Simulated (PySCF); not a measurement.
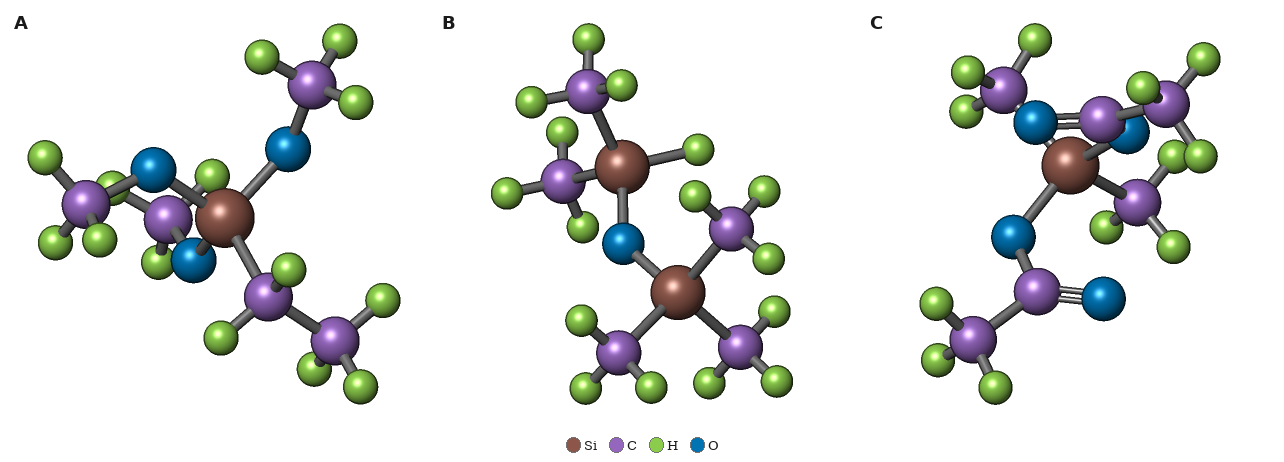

The picture comes from a calculation with PySCF.

```xyz
23
charge 0, multiplicity 1
Si   -0.9368    0.0450   -0.6347
O    -0.9314   -0.1758    1.0541
C    -0.0654   -0.9848    1.6801
C    -0.1034   -0.8109    3.1666
O     0.6631   -1.7384    1.0857
H     0.5292   -1.5620    3.6516
H    -1.1380   -0.8760    3.5317
H     0.2636    0.1993    3.4038
O     0.6559    0.1926   -1.2222
C     1.6132    0.8921   -0.5974
C     2.9612    0.6812   -1.2146
O     1.3904    1.5852    0.3625
H     3.6946    1.3546   -0.7580
H     2.9120    0.8354   -2.3016
H     3.2574   -0.3654   -1.0465
C    -1.8670    1.6223   -0.8993
H    -1.9097    1.8805   -1.9682
H    -1.3639    2.4371   -0.3580
H    -2.8975    1.5360   -0.5220
C    -1.6162   -1.4544   -1.4796
H    -1.6158   -1.3247   -2.5725
H    -2.6480   -1.6558   -1.1541
H    -0.9902   -2.3235   -1.2291
```

Question: Which picture belongs to the input above?

Answer: C. The file holds C6H12O4Si, `CC(=O)O[Si](C)(C)OC(C)=O`.
